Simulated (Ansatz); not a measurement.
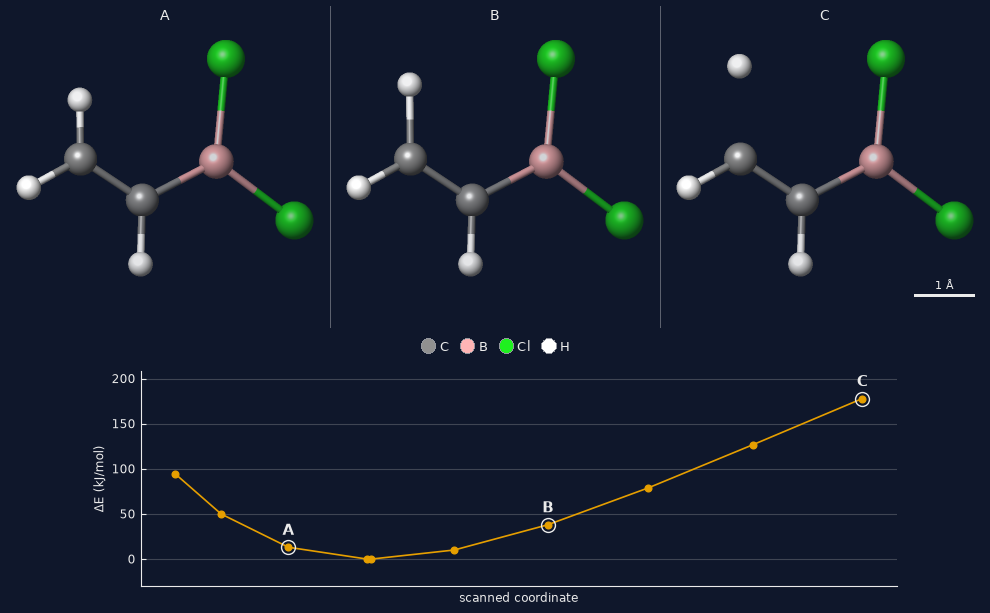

A scan of C₂H₃BCl₂ along one coordinate. The picture is a ball-and-stick view, seen at a tilt.

Level of theory: CCSD(T) (def2-TZVPP, Ansatz), on geometries moved rigidly from the minimum at PBE0-D4/def2-TZVP. Coupled cluster with a frozen core. Energies are counted from the PBE0-D4/def2-TZVP minimum geometry at the same level.

**Which coordinate changes from frame to frame?**

One C–H bond length is varied, with the rest of the molecule carried along rigidly. In the frames the distance is 1.003 Å (A), 1.261 Å (B), 1.574 Å (C). Of the computed points the lowest is at the distance 1.086 Å, 0.0 kJ/mol. At the ends of the scan the energy is 94.7 kJ/mol (0.890 Å) and 177.9 kJ/mol (1.574 Å). The curvature at the lowest point is about 35 eV/Å² (5.6 mdyn/Å). The well is steeper on the short side, as for any bond. At 0.890 Å to 1.574 Å the mean-field solution behind CCSD(T) isn't stable (a lower one of broken symmetry exists), so those energies are less reliable.
